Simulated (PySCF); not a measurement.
**Geometry relaxation of CH$_{3}$Cl$_{5}$NW (charge −2) (part 1 of 2)**

System: CH$_{3}$Cl$_{5}$NW, charge −2, multiplicity 2.
Method: PBE0-D3(BJ)/def2-SVP geometry optimisation, gas phase (PySCF 2.14.0).

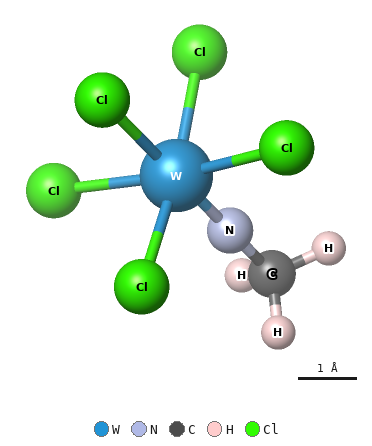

The input geometry (ball-and-stick view, seen at a tilt). Sticks mark near contacts. Bond lengths as drawn: Cl–W 2.42 to 2.49 Å, C–H 1.10 Å, C–N 1.39 Å and N–W 1.76 Å.

Input
```
{"job": {"xc": "PBE0", "basis": "def2-SVP", "d3": "d3bj", "grid": 1, "maxiter": 40, "kind": "geom"}, "charge": -2, "multiplicity": 2}
W     -0.000190     0.003590    -1.117360
N     -0.001970     0.008580     0.646670
C     -0.002310    -0.000190     2.037850
H     -1.025310     0.144680     2.408470
H      0.381070    -0.963410     2.399600
H      0.637940     0.808680     2.413780
Cl     0.008510    -0.013690    -3.533750
Cl     2.483890     0.015080    -1.306570
Cl    -2.482260    -0.006870    -1.312000
Cl    -0.011080     2.484220    -1.334480
Cl     0.011680    -2.480660    -1.302220
```

The first line tells a small driver script what to run in PySCF; the rest is the geometry in Å.

Command:
```bash
OMP_NUM_THREADS=1 python <driver script> task.json out
```

Output
```
step   0  E = -2461.40266365  max force = 0.024772
step   1  E = -2461.40631757  max force = 0.012264
step   2  E = -2461.40549491  max force = 0.008833
step   3  E = -2461.40660884  max force = 0.002921
step   4  E = -2461.40672239  max force = 0.003800
step   5  E = -2461.40674896  max force = 0.001200
step   6  E = -2461.40677588  max force = 0.004393
step   7  E = -2461.40688209  max force = 0.003532
step   8  E = -2461.40687371  max force = 0.002348
step   9  E = -2461.40693093  max force = 0.001883
step  10  E = -2461.40697516  max force = 0.001099
step  11  E = -2461.40702642  max force = 0.001033
step  12  E = -2461.40710125  max force = 0.001424
step  13  E = -2461.40720998  max force = 0.001603
step  14  E = -2461.40735586  max force = 0.002786
step  15  E = -2461.40754630  max force = 0.005950
step  16  E = -2461.40776374  max force = 0.003671
step  17  E = -2461.40790942  max force = 0.001789
step  18  E = -2461.40794154  max force = 0.000746
step  19  E = -2461.40793711  max force = 0.002100
step  20  E = -2461.40794943  max force = 0.001034
step  21  E = -2461.40795521  max force = 0.001384
step  22  E = -2461.40796169  max force = 0.001611
step  23  E = -2461.40796843  max force = 0.001315
step  24  E = -2461.40797332  max force = 0.000530
step  25  E = -2461.40797590  max force = 0.000241
optimisation converged
```

Trajectory as extended XYZ (Å, eV, eV/Å), 26 frames, from step=0 to step=25
```
11
Properties=species:S:1:pos:R:3:forces:R:3 step=0 energy=-66978.17803
W    -0.0002    0.0036   -1.1174    0.0060   0.0072   0.9749
N    -0.0020    0.0086    0.6467   -0.0132   0.0018  -1.2738
C    -0.0023   -0.0002    2.0379    0.0283  -0.0029  -0.6157
H    -1.0253    0.1447    2.4085   -0.2822   0.0358   0.3494
H     0.3811   -0.9634    2.3996    0.0894  -0.2541   0.3544
H     0.6379    0.8087    2.4138    0.1583   0.2070   0.3580
Cl    0.0085   -0.0137   -3.5337   -0.0043  -0.0087  -0.8419
Cl    2.4839    0.0151   -1.3066   -0.2748   0.0036   0.1555
Cl   -2.4823   -0.0069   -1.3120    0.2806   0.0030   0.1765
Cl   -0.0111    2.4842   -1.3345    0.0060  -0.2770   0.1780
Cl    0.0117   -2.4807   -1.3022    0.0060   0.2844   0.1848
11
Properties=species:S:1:pos:R:3:forces:R:3 step=1 energy=-66978.27746
W     0.0022    0.0010   -1.1310    0.0101   0.0149  -0.1870
N     0.0032    0.0124    0.6038   -0.0465  -0.1134   0.6306
C    -0.0005    0.0058    2.0048   -0.0034   0.0057  -0.2971
H    -1.0249    0.1510    2.4049   -0.0074  -0.0011   0.0087
H     0.3801   -0.9562    2.4049   -0.0047  -0.0059   0.0066
H     0.6369    0.8145    2.4172    0.0005   0.0091   0.0069
Cl   -0.0131   -0.0359   -3.6250    0.0395   0.0694  -0.2141
Cl    2.4589    0.0168   -1.2563    0.0199   0.0004  -0.0389
Cl   -2.4510   -0.0128   -1.2818   -0.0245   0.0094   0.0584
Cl   -0.0056    2.4562   -1.2556    0.0022   0.0316  -0.0613
Cl    0.0137   -2.4529   -1.2858    0.0144  -0.0200   0.0870
11
Properties=species:S:1:pos:R:3:forces:R:3 step=2 energy=-66978.25507
W     0.0257    0.0323   -1.1288   -0.0885  -0.1316  -0.0654
N     0.0035    0.0067    0.6112    0.3373   0.4542   0.2441
C    -0.0250   -0.0288    2.0078   -0.0607  -0.0627  -0.0684
H    -1.0568    0.1076    2.4005    0.0357  -0.0089  -0.0597
H     0.3477   -0.9989    2.4034   -0.0237   0.0248  -0.0613
H     0.6036    0.7709    2.4570   -0.0318  -0.0424  -0.0642
Cl   -0.0011   -0.0082   -3.6598   -0.0995  -0.1423   0.0587
Cl    2.4701    0.0542   -1.3578    0.0118  -0.0080   0.1172
Cl   -2.4265    0.0129   -1.1799   -0.0990   0.0276  -0.1204
Cl    0.0238    2.4717   -1.4030   -0.0139   0.0094   0.1851
Cl    0.0349   -2.4206   -1.1506    0.0322  -0.1203  -0.1659
11
Properties=species:S:1:pos:R:3:forces:R:3 step=3 energy=-66978.28538
W     0.0166    0.0181   -1.1314   -0.0392  -0.0588   0.0939
N     0.0089    0.0133    0.6112    0.1274   0.1502  -0.0275
C    -0.0138   -0.0117    2.0052   -0.0312  -0.0248  -0.0223
H    -1.0435    0.1283    2.3991    0.0154  -0.0082  -0.0283
H     0.3612   -0.9784    2.4043   -0.0162   0.0090  -0.0284
H     0.6167    0.7912    2.4431   -0.0120  -0.0134  -0.0252
Cl   -0.0151   -0.0281   -3.6604   -0.0229  -0.0253   0.0746
Cl    2.4662    0.0353   -1.3073    0.0103   0.0018   0.0147
Cl   -2.4367    0.0022   -1.2240   -0.0479   0.0148  -0.0388
Cl    0.0098    2.4659   -1.3251   -0.0015   0.0048   0.0346
Cl    0.0297   -2.4360   -1.2147    0.0181  -0.0500  -0.0472
11
Properties=species:S:1:pos:R:3:forces:R:3 step=4 energy=-66978.28847
W     0.0164    0.0129   -1.1270   -0.0150  -0.0189  -0.1954
N     0.0166    0.0197    0.6099    0.0596   0.0193   0.1685
C    -0.0122   -0.0054    2.0019   -0.0202  -0.0085   0.0157
H    -1.0438    0.1344    2.3880   -0.0025  -0.0045  -0.0027
H     0.3605   -0.9726    2.3992   -0.0083  -0.0039  -0.0012
H     0.6164    0.7972    2.4407   -0.0013   0.0017   0.0025
Cl   -0.0226   -0.0349   -3.6454   -0.0139   0.0042  -0.0164
Cl    2.4677    0.0301   -1.3051   -0.0009   0.0017   0.0121
Cl   -2.4410   -0.0001   -1.2274   -0.0062   0.0053   0.0020
Cl    0.0080    2.4632   -1.3016   -0.0002   0.0077   0.0003
Cl    0.0341   -2.4445   -1.2332    0.0090  -0.0040   0.0145
11
Properties=species:S:1:pos:R:3:forces:R:3 step=5 energy=-66978.28920
W     0.0174    0.0151   -1.1295    0.0057  -0.0114   0.0271
N     0.0250    0.0239    0.6117   -0.0027   0.0235  -0.0617
C    -0.0109   -0.0069    2.0031   -0.0148  -0.0109   0.0070
H    -1.0449    0.1309    2.3834   -0.0030  -0.0026   0.0023
H     0.3591   -0.9763    2.3976   -0.0055  -0.0062   0.0042
H     0.6152    0.7935    2.4493    0.0010   0.0027   0.0065
Cl   -0.0341   -0.0376   -3.6483    0.0046  -0.0037   0.0079
Cl    2.4690    0.0320   -1.3007   -0.0021   0.0042  -0.0203
Cl   -2.4415    0.0037   -1.2290    0.0124   0.0000   0.0196
Cl    0.0065    2.4655   -1.3116    0.0016  -0.0045   0.0023
Cl    0.0393   -2.4438   -1.2259    0.0027   0.0090   0.0053
11
Properties=species:S:1:pos:R:3:forces:R:3 step=6 energy=-66978.28993
W     0.0276    0.0163   -1.1315    0.0038   0.0164   0.2032
N     0.0366    0.0320    0.6130    0.0580  -0.0251  -0.2259
C    -0.0185   -0.0064    2.0036   -0.0259  -0.0088  -0.0031
H    -1.0581    0.1291    2.3692   -0.0048  -0.0007   0.0013
H     0.3449   -0.9787    2.3975   -0.0038  -0.0036   0.0037
H     0.6012    0.7909    2.4644   -0.0001   0.0030   0.0045
Cl   -0.0464   -0.0470   -3.6505   -0.0205   0.0062   0.0298
Cl    2.4762    0.0353   -1.3372   -0.0142   0.0038   0.0071
Cl   -2.4327    0.0048   -1.1972    0.0063  -0.0039  -0.0085
Cl    0.0150    2.4670   -1.3091    0.0011  -0.0042  -0.0246
Cl    0.0541   -2.4433   -1.2222   -0.0001   0.0168   0.0124
11
Properties=species:S:1:pos:R:3:forces:R:3 step=7 energy=-66978.29282
W     0.0430    0.0246   -1.1316    0.0257   0.0429   0.1816
N     0.0625    0.0464    0.6120    0.0656  -0.0122  -0.1707
C    -0.0272   -0.0119    2.0002   -0.0319  -0.0165   0.0003
H    -1.0767    0.1179    2.3393   -0.0022   0.0020  -0.0048
H     0.3244   -0.9911    2.3880   -0.0020  -0.0005  -0.0009
H     0.5801    0.7775    2.4905   -0.0013   0.0012  -0.0015
Cl   -0.0792   -0.0623   -3.6464   -0.0292  -0.0097   0.0220
Cl    2.4861    0.0504   -1.3763   -0.0076  -0.0008   0.0107
Cl   -2.4185    0.0105   -1.1514   -0.0097  -0.0052  -0.0150
Cl    0.0289    2.4735   -1.3320   -0.0061  -0.0055  -0.0194
Cl    0.0766   -2.4356   -1.1925   -0.0013   0.0042  -0.0024
11
Properties=species:S:1:pos:R:3:forces:R:3 step=8 energy=-66978.29259
W     0.0432    0.0333   -1.1281    0.0388   0.0049  -0.1159
N     0.0710    0.0484    0.6095   -0.0209   0.1023   0.1207
C    -0.0240   -0.0194    1.9968   -0.0199  -0.0282   0.0234
H    -1.0752    0.1081    2.3319    0.0051  -0.0001  -0.0069
H     0.3265   -1.0011    2.3792   -0.0054  -0.0021  -0.0047
H     0.5813    0.7667    2.4948   -0.0015  -0.0017  -0.0026
Cl   -0.0945   -0.0640   -3.6394    0.0034  -0.0467  -0.0165
Cl    2.4869    0.0602   -1.3579    0.0093   0.0000  -0.0305
Cl   -2.4192    0.0167   -1.1551   -0.0035  -0.0001   0.0252
Cl    0.0266    2.4782   -1.3674   -0.0057  -0.0089   0.0409
Cl    0.0772   -2.4270   -1.1643    0.0003  -0.0194  -0.0333
11
Properties=species:S:1:pos:R:3:forces:R:3 step=9 energy=-66978.29415
W     0.0464    0.0314   -1.1283    0.0299   0.0164  -0.0902
N     0.0722    0.0506    0.6098    0.0198   0.0471   0.0968
C    -0.0272   -0.0167    1.9969   -0.0213  -0.0199   0.0178
H    -1.0793    0.1112    2.3286    0.0022  -0.0016  -0.0071
H     0.3224   -0.9981    2.3808   -0.0070  -0.0012  -0.0042
H     0.5767    0.7696    2.4963   -0.0017   0.0006  -0.0012
Cl   -0.0941   -0.0696   -3.6394   -0.0125  -0.0245  -0.0124
Cl    2.4888    0.0581   -1.3723    0.0031   0.0009  -0.0097
Cl   -2.4161    0.0147   -1.1440   -0.0076  -0.0007   0.0091
Cl    0.0295    2.4776   -1.3538   -0.0057  -0.0054   0.0125
Cl    0.0807   -2.4289   -1.1745    0.0008  -0.0117  -0.0114
11
Properties=species:S:1:pos:R:3:forces:R:3 step=10 energy=-66978.29535
W     0.0539    0.0341   -1.1288    0.0177   0.0139   0.0185
N     0.0803    0.0562    0.6116    0.0565   0.0278  -0.0171
C    -0.0323   -0.0171    1.9977   -0.0182  -0.0135  -0.0026
H    -1.0877    0.1096    2.3187   -0.0024  -0.0046  -0.0047
H     0.3143   -1.0001    2.3801   -0.0110  -0.0047  -0.0015
H     0.5668    0.7669    2.5061   -0.0023   0.0040   0.0016
Cl   -0.1040   -0.0800   -3.6391   -0.0232  -0.0130   0.0047
Cl    2.4941    0.0616   -1.3947   -0.0077   0.0016   0.0073
Cl   -2.4095    0.0161   -1.1230   -0.0075   0.0006  -0.0045
Cl    0.0352    2.4796   -1.3563   -0.0055  -0.0077   0.0000
Cl    0.0888   -2.4270   -1.1724    0.0036  -0.0044  -0.0017
11
Properties=species:S:1:pos:R:3:forces:R:3 step=11 energy=-66978.29675
W     0.0637    0.0380   -1.1284    0.0150   0.0161   0.0226
N     0.0957    0.0662    0.6120    0.0531  -0.0151  -0.0224
C    -0.0377   -0.0174    1.9958   -0.0026  -0.0007  -0.0079
H    -1.0980    0.1074    2.3006   -0.0036  -0.0104  -0.0046
H     0.3047   -1.0029    2.3754   -0.0199  -0.0073  -0.0009
H     0.5541    0.7625    2.5190   -0.0050   0.0083   0.0042
Cl   -0.1245   -0.0974   -3.6355   -0.0206   0.0060   0.0096
Cl    2.5009    0.0660   -1.4147   -0.0103   0.0034   0.0059
Cl   -2.4007    0.0191   -1.0986   -0.0073   0.0005  -0.0013
Cl    0.0414    2.4823   -1.3574   -0.0044  -0.0021  -0.0234
Cl    0.1003   -2.4239   -1.1682    0.0055   0.0012   0.0183
11
Properties=species:S:1:pos:R:3:forces:R:3 step=12 energy=-66978.29879
W     0.0773    0.0454   -1.1267    0.0097   0.0117  -0.0086
N     0.1146    0.0781    0.6133    0.0732  -0.0153  -0.0056
C    -0.0463   -0.0211    1.9931    0.0172   0.0098  -0.0063
H    -1.1128    0.1007    2.2766   -0.0061  -0.0179  -0.0078
H     0.2906   -1.0104    2.3676   -0.0324  -0.0120  -0.0031
H     0.5352    0.7523    2.5371   -0.0098   0.0120   0.0044
Cl   -0.1479   -0.1153   -3.6289   -0.0276   0.0077   0.0147
Cl    2.5093    0.0757   -1.4471   -0.0137   0.0013   0.0202
Cl   -2.3877    0.0249   -1.0613   -0.0135   0.0030  -0.0072
Cl    0.0528    2.4871   -1.3738   -0.0072  -0.0011  -0.0228
Cl    0.1148   -2.4175   -1.1498    0.0103   0.0009   0.0222
11
Properties=species:S:1:pos:R:3:forces:R:3 step=13 energy=-66978.30174
W     0.0944    0.0573   -1.1238    0.0128   0.0037  -0.0704
N     0.1400    0.0936    0.6155    0.0824   0.0266   0.0265
C    -0.0578   -0.0293    1.9886    0.0537   0.0227   0.0109
H    -1.1318    0.0887    2.2440   -0.0079  -0.0299  -0.0152
H     0.2725   -1.0240    2.3543   -0.0532  -0.0204  -0.0098
H     0.5097    0.7339    2.5614   -0.0185   0.0158   0.0022
Cl   -0.1777   -0.1340   -3.6186   -0.0340  -0.0102   0.0227
Cl    2.5193    0.0910   -1.4870   -0.0142  -0.0063   0.0357
Cl   -2.3702    0.0353   -1.0129   -0.0231   0.0072  -0.0127
Cl    0.0689    2.4940   -1.4080   -0.0143  -0.0032   0.0033
Cl    0.1326   -2.4065   -1.1135    0.0162  -0.0059   0.0067
11
Properties=species:S:1:pos:R:3:forces:R:3 step=14 energy=-66978.30571
W     0.1220    0.0727   -1.1191    0.0020  -0.0043  -0.1432
N     0.1796    0.1193    0.6192    0.1092   0.0232   0.0628
C    -0.0753   -0.0366    1.9796    0.0947   0.0379   0.0355
H    -1.1597    0.0756    2.1888   -0.0145  -0.0418  -0.0225
H     0.2434   -1.0396    2.3327   -0.0759  -0.0299  -0.0159
H     0.4680    0.7109    2.5954   -0.0289   0.0223  -0.0004
Cl   -0.2254   -0.1708   -3.5987   -0.0351   0.0034   0.0314
Cl    2.5341    0.1093   -1.5484   -0.0151  -0.0139   0.0550
Cl   -2.3410    0.0485   -0.9364   -0.0394   0.0100  -0.0238
Cl    0.0914    2.5031   -1.4392   -0.0222   0.0005   0.0041
Cl    0.1629   -2.3923   -1.0739    0.0253  -0.0072   0.0171
```
